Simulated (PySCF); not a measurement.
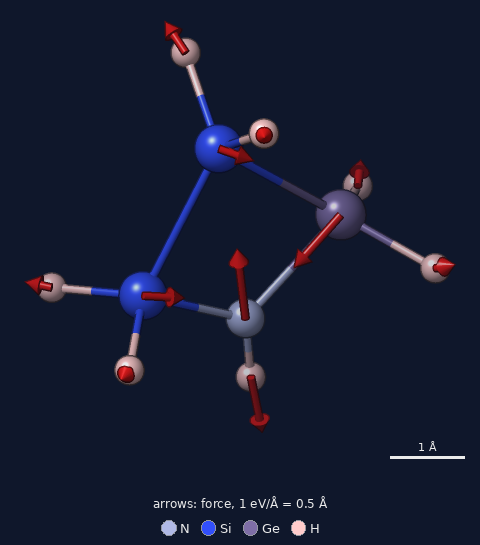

Starting geometry of GeSi$_{2}$NH$_{7}$ with the computed forces as red arrows. The picture is a ball-and-stick view, seen at a tilt.

The start comes from GFN2-xTB. Its atoms were then displaced at random by about 0.01 Å.

Method: PBE0-D3(BJ)/def2-SVP geometry optimisation, gas phase in PySCF. 

Q: What follows when this structure is relaxed?

A: It isn't relaxed: the largest force vector, on the N atom, is 2.35 eV/Å. The final displacements follow the starting forces only in part (cosine between the two patterns 0.46). Over 5 geometry steps the energy falls by 0.387 eV. The largest move after the best rigid fit is that of an H atom, 0.15 Å. Largest moves by element: H 0.15 Å, Ge 0.14 Å, Si 0.12 Å, N 0.08 Å. Among the contacts that change: Ge–N 1.915 → 1.863 Å, H–Si 1.442 → 1.494 Å, Ge–H 1.503 → 1.546 Å, H–Si 1.461 → 1.500 Å. Bond angles that change, for instance: Si–Ge–H 127.3° → 118.7°, N–Ge–H 103.6° → 112.0°, Ge–Si–H 109.3° → 115.4°. The run took 38 s on 1 thread of Arm Neoverse V1, with other jobs on the host.
